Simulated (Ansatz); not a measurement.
# Convergence of a linear-scaling basis for random alloy of the diamond Si-C (dilute carbon) line, x = 0.0938 (64 atoms), part 3 of 3

Aim: test how closely localised support functions follow the reference on random alloy of the diamond Si-C (dilute carbon) line, x = 0.0938 (64 atoms), and at what cost. A setting counts as converged where the r.m.s. difference of forces stays under 1 % of the r.m.s. force.

Ansatz 0.2.0; Kohn-Sham DFT, PBE, PAW (set soft_2), plane waves.

The cell: 58 Si and 6 C. The host structure and its lattice constant were typed by rule, without a check against the phase diagram. The Brillouin zone is sampled at Γ only, in a cell whose shortest periodic width is 11 Å.

So far. Step 12 (Support functions medium, radius 5.97 Å): Forces differ from the reference by 0.085 meV/Å r.m.s., 0.0082 % of their size, well within a tolerance of 1 %. It took 16 times the reference's time (shared host, so rough). The two runs also began from different starting densities, which bears on cycles and time.

## 14. Cost against change

Each row is set against the run with plane waves at 750 eV (Kohn-Sham DFT, PBE, PAW (set soft_2), plane waves; r.m.s. force component 1.03 eV/Å). Energies are set beside the reference only for runs with its functional, potentials and electron count. Times are for 4 threads of Intel Xeon Platinum 8559C (Emerald Rapids), shared host.

```tsv
run	Δ force, r.m.s. (meV/Å)	share of r.m.s. force (%)	Δ energy (meV/atom)	Δ gap (eV)	cycles	time	host memory (GiB)
reference	-	-	-	-	9	6.3 s	2.1
support functions medium	0.075	0.0073	-0.0307	0	12	30 s	2.2
support functions low	0.141	0.0136	-0.0307	1.0e-4	10	27 s	2.2
support functions high	0.01	0.001	-0.0574	0	19	2.8 min	6.1
support functions medium, radius 3.86 Å	0.169	0.0164	-0.0307	0	11	28 s	2.0
support functions medium, radius 4.18 Å	0.066	0.0064	-0.0307	0	12	34 s	2.4
support functions medium, radius 4.46 Å	0.073	0.0071	-0.0307	0	11	36 s	2.6
support functions medium, radius 4.78 Å	0.052	0.0051	-0.0307	0	14	53 s	2.9
support functions medium, radius 5.37 Å	0.076	0.0074	-0.0307	0	11	69 s	3.7
support functions medium, radius 5.97 Å	0.085	0.0082	-0.0307	0	11	99 s	4.7
```

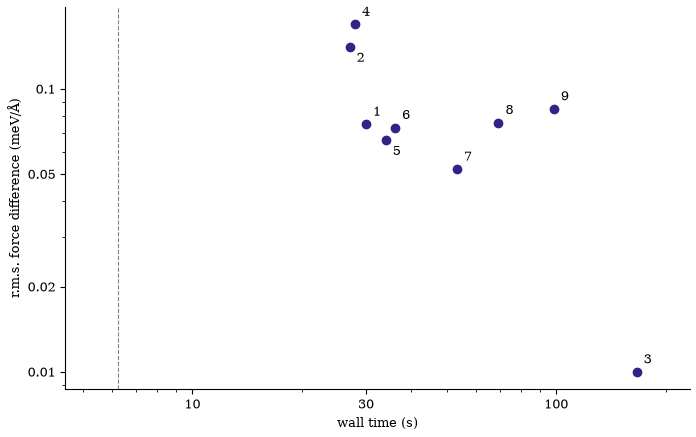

Force difference from the reference against wall time; the dashed line marks the reference's time. Points: 1 support functions medium; 2 support functions low; 3 support functions high; 4 support functions medium, radius 3.86 Å; 5 support functions medium, radius 4.18 Å; 6 support functions medium, radius 4.46 Å; 7 support functions medium, radius 4.78 Å; 8 support functions medium, radius 5.37 Å; 9 support functions medium, radius 5.97 Å.

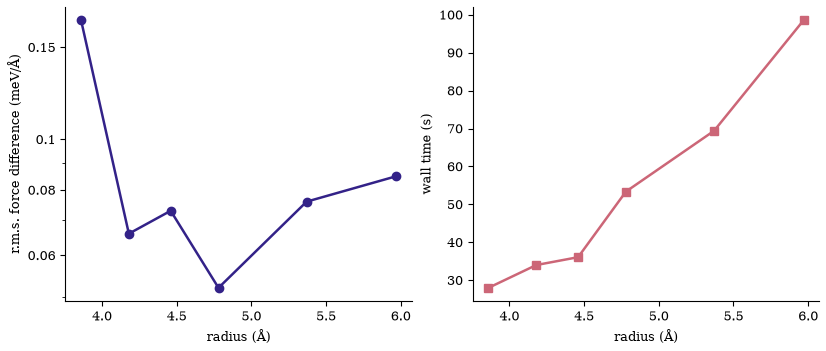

Force difference and time against the radius.

## 15. The first run in detail

The first run, on the default basis, asked for the full analyses, so its electronic structure is set out here.

Length of the force by element:

```tsv
element	coordination	atoms	mean length of the force (eV/Å)	spread	least	most
C	all	6	0.254	0.100	0.175	0.469
Si	all	58	1.40	1.25	0.106	4.31
```

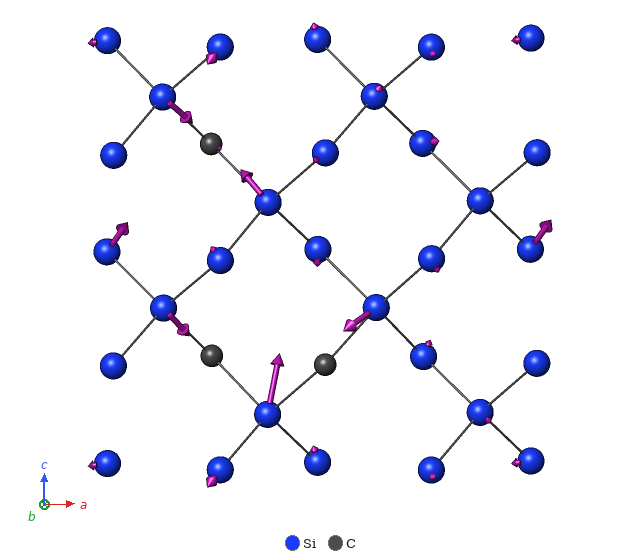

Forces as arrows; the longest in the cell is 4.31 eV/Å. Drawn is a slice 5 Å thick, seen along the normal of the ac plane. Bonds to atoms that aren't drawn are left out.

Löwdin charges by element (they lack the spilled electrons, 0.039 e an atom on average):

```tsv
element	coordination	atoms	mean charge (e)	spread	least	most
C	all	6	-0.587	0.0677	-0.639	-0.491
Si	all	58	0.103	0.118	0.0055	0.424
```

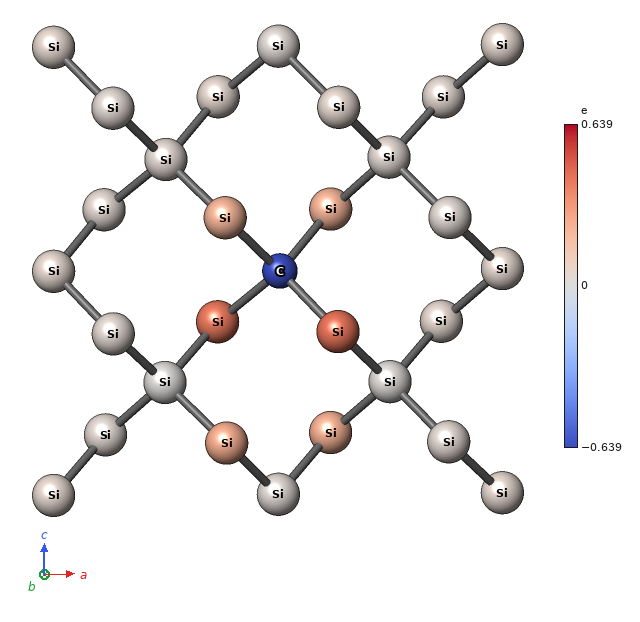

Atoms coloured by Löwdin charge. Drawn is a slice 5 Å thick, seen along the normal of the ac plane.

Density of states as counts of states in windows of 1 eV (from the Fermi level), total and the larger projections:

```tsv
from (eV)	to (eV)	total	Si p	Si s	C p
-14	-13	0.0	0.0	0.0	0.0
-13	-12	2.0	0.0	1.9	0.0
-12	-11	11.9	3.2	7.6	0.1
-11	-10	26.4	7.7	15.5	0.2
-10	-9	5.7	1.2	4.0	0.1
-9	-8	13.9	5.1	6.0	0.1
-8	-7	29.6	13.6	14.7	0.7
-7	-6	2.6	1.4	0.9	0.1
-6	-5	21.8	11.8	8.6	0.7
-5	-4	20.3	18.8	0.8	0.4
-4	-3	41.3	31.0	5.7	3.8
-3	-2	15.8	13.4	0.1	2.1
-2	-1	57.4	47.3	0.1	9.2
-1	0	4.6	3.5	0.0	0.9
0	1	18.6	10.2	4.0	1.0
1	2	15.3	7.7	5.2	0.6
2	3	31.6	18.4	5.7	2.4
3	4	33.4	15.6	4.1	3.2
```

With fixed occupations the program's Fermi level is the highest filled level.

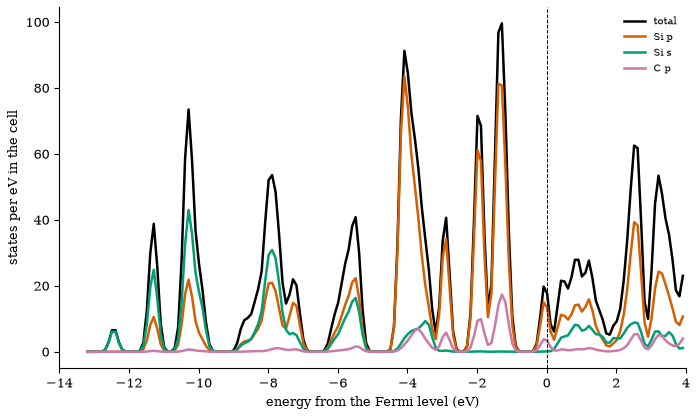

Total and projected density of states, with the broadening of the input.

The levels nearest the highest filled one (over half full), pooled over k-points and spins:

```tsv
level less the highest filled one (eV)	occupation
-1.18	2
-1.16	2
-1.12	2
-0.0776	2
-0.0718	2
0	2
0.357	0
0.432	0
0.473	0
0.603	0
0.752	0
0.771	0
```

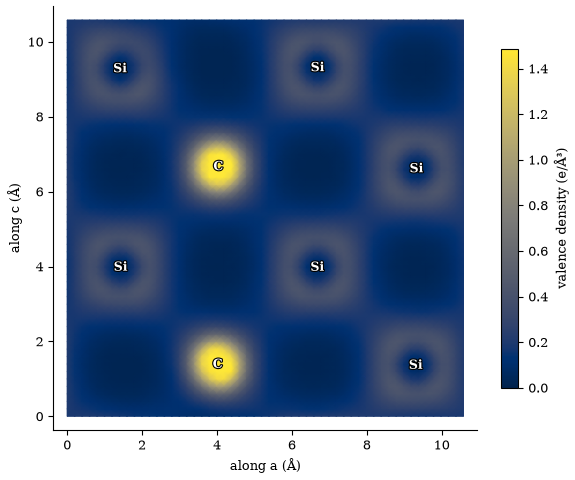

Valence density in the ac plane at fractional y = 0.000, with atoms of Si and C within 0.2 Å of it. It is the smooth field of the valence electrons, not physical close to the nuclei. The map starts off the cell's origin, so that atoms lie inside it.

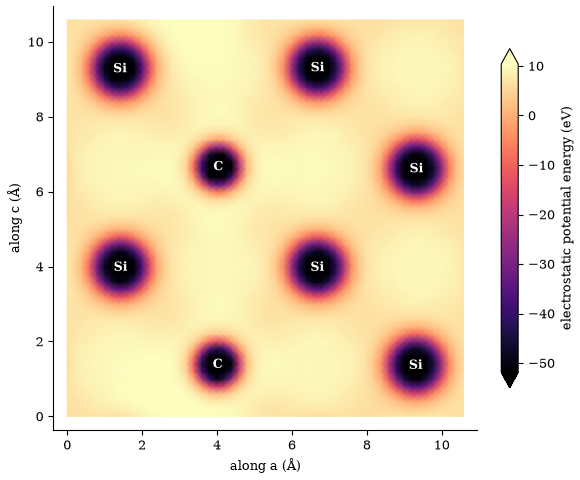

Electrostatic potential energy in the ac plane at fractional y = 0.000, with atoms of Si and C within 0.2 Å of it. With pseudopotentials it is smooth inside the atoms' cores, unlike the true potential. The map starts off the cell's origin, so that atoms lie inside it.

Mean Löwdin charges: C -0.59, Si +0.10 e (they miss 0.96 % of the electrons, so they add up to more than the cell's charge). Within 0.4 eV of the Fermi level the largest share is Si p (75 % of the projected weight).

## 16. Local order

Bonds and neighbours are counted at the geometry of the runs.

Density 2.38 g/cm³, 18.51 Å³ an atom.

Pair distribution functions g(r), in bins of 0.2 Å:

```tsv
r (Å)	total	Si-Si	Si-C	C-C
2.10	0.05	0.06	0.00	0.00
2.30	5.56	5.54	5.66	5.05
2.50	0.00	0.00	0.00	0.00
2.70	0.00	0.00	0.00	0.00
2.90	0.00	0.00	0.00	0.00
3.10	0.00	0.00	0.00	0.00
3.30	0.00	0.00	0.00	0.00
3.50	0.00	0.00	0.00	0.00
3.70	6.26	6.26	6.10	7.45
3.90	0.08	0.08	0.09	0.00
4.10	0.00	0.00	0.00	0.00
4.30	3.21	3.25	3.12	1.37
4.50	1.39	1.31	1.79	0.00
4.70	0.00	0.00	0.00	0.00
4.90	0.00	0.00	0.00	0.00
5.10	0.00	0.00	0.00	0.00
5.30	1.58	1.60	1.36	3.73
5.50	0.00	0.00	0.00	0.00
5.70	2.45	2.48	2.37	0.79
5.90	0.21	0.17	0.40	0.77
6.10	0.00	0.00	0.00	0.00
6.30	0.00	0.00	0.00	0.00
6.50	4.21	4.22	4.13	4.95
6.70	0.00	0.00	0.00	0.00
6.90	2.50	2.48	2.64	1.11
7.10	0.00	0.00	0.00	0.00
7.30	0.00	0.01	0.00	0.00
7.50	1.58	1.56	1.74	0.00
```

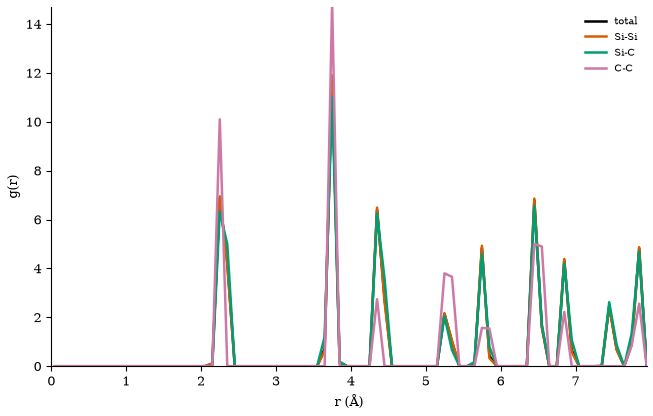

Pair distribution functions, with peaks cut at 14.

The surroundings of Si24, which bears the longest force, nearest first, numbered as they follow in the input and with coordinates relative to it.

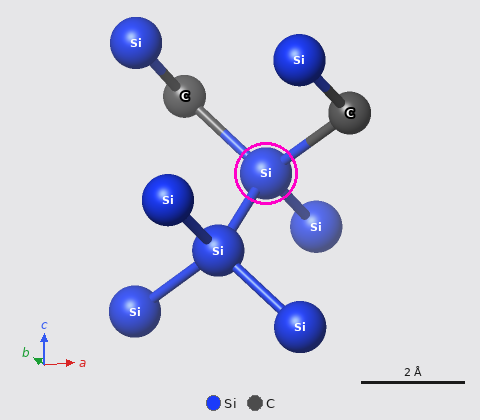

The atoms of the table, within 3.7 Å (arrows a, b, c point along x, y, z); some may hide others; the central atom is ringed.

```tsv
atom	x	y	z	distance (Å)	Löwdin charge (e)	Fx	Fy	Fz (eV/Å)
Si24	0.00	0.00	0.00	0.00	0.39	0.89	0.96	4.11
Si23	-1.27	-1.26	-1.27	2.20	0.02	-0.70	-0.79	-0.80
C5	-1.30	1.34	1.36	2.31	-0.64	0.20	-0.05	-0.07
Si33	1.34	1.35	-1.32	2.32	0.01	-0.16	-0.15	0.58
C51	1.34	-1.34	1.35	2.33	-0.64	-0.05	0.16	-0.06
Si30	0.04	-2.61	-2.61	3.70	0.04	-0.27	0.00	-0.01
Si28	-2.62	0.03	-2.63	3.71	0.25	2.06	1.57	-1.84
Si22	0.02	-2.61	2.65	3.72	0.41	3.97	-0.12	-0.12
Si18	-2.62	-2.64	0.00	3.72	0.03	-0.02	0.79	0.08
Si20	-2.60	0.03	2.67	3.73	0.23	1.78	1.64	-1.96
```

## 17. Results

```
free energy per atom                             : -599.2951 eV/atom
density                                          : 2.384 g/cm³
pressure                                         : 3.706 GPa
r.m.s. force component                           : 1.033 eV/Å
gap (highest filled to lowest empty level) : 0.3569 eV
wall time of the 11 DFT runs                     : 9.2 min
```

**Reading.** Against plane waves at 750 eV, the forces differ by 0.075 meV/Å (0.0073 %) with support functions medium, and by 0.01 meV/Å in the closest run (support functions high). At 64 atoms the fastest of the runs at a preset level, support functions low, takes 4.3 times the time of plane waves, in 10 SCF cycles against 9. Differences between support functions and plane waves include what basis error the plane-wave run still has. As the radius goes from 3.86 to 5.97 Å, the force difference goes from 0.17 to 0.085 meV/Å (not steadily; the least is 0.052 at 4.78 Å), and the time from 28 s to 99 s.

Between filled and empty levels lie 0.357 eV at Γ alone; the mesh holds the band edges only if they fold onto it, so the gap at this level can be narrower or closed, while semilocal functionals tend to narrow gaps against experiment.

Caveats: The geometry was built by rule, was displaced at random and isn't relaxed at this level: its force components are 1.0 eV/Å r.m.s. The pressure of 3.7 GPa belongs to a cell and atoms that aren't relaxed at this level.

[Logs are printed without paths, hosts, clocks, repeated set-up lines and the standing remarks that a program may print on its own settings, such as how far it seeks lower states.]

[Hosts, paths, dates, database ids (printed as entryN), source tags and the programs' standing remarks are cut or masked in the printed files.]
